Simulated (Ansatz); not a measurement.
```tsv
atom	x (Å)	y (Å)	z (Å)
Si	-0.2939	0.2857	-0.5623
O	0.8449	1.3902	-1.0170
O	-0.3260	-0.9802	-1.6073
H	-0.4954	-0.7993	-2.5337
H	-1.6089	0.9988	-0.5537
Si	0.2456	-0.6494	1.5122
H	0.5488	2.2892	-1.1620
H	0.2735	0.4235	2.5445
H	-0.7709	-1.6586	1.9146
H	1.5821	-1.2996	1.4647
```

The reactant side of a reaction path; geometry: PBE0-D4/def2-TZVP.

The calculation used RKS PBE0-D4/def2-TZVPP in Ansatz 0.2.0.

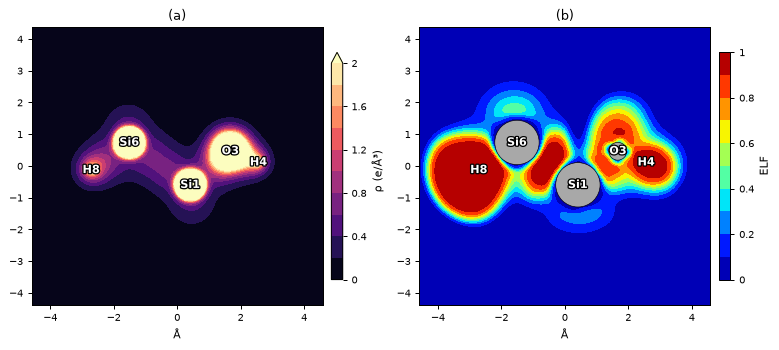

H6O2Si2. (a) electron density; (b) ELF on the plane of atoms O3, Si1 and Si6. Grey discs cover the atomic cores in the ELF map.

> What do the fields say about this system?

Atoms in the plane: Si, O and H.
Si–O (1.64 Å): the density is about 1.2 e/Å³ at the midpoint; the ELF peaks at about 0.85 between the atoms, as expected for a polar covalent bond.
Si–Si (2.34 Å): the density is about 0.67 e/Å³ at the midpoint; the ELF peaks at about 1 between the atoms (a covalent bond).
O–H (0.96 Å): ρ at the midpoint is about 3.8 e/Å³; the ELF climbs to about 1 towards the hydrogen, as it does in any bond to H (a covalent bond by its length).
Si–H (1.49 Å): ρ is about 0.79 e/Å³ halfway; the ELF climbs to about 1 towards the hydrogen.
The ELF also peaks beside O3, away from the bonds: lone-pair regions.
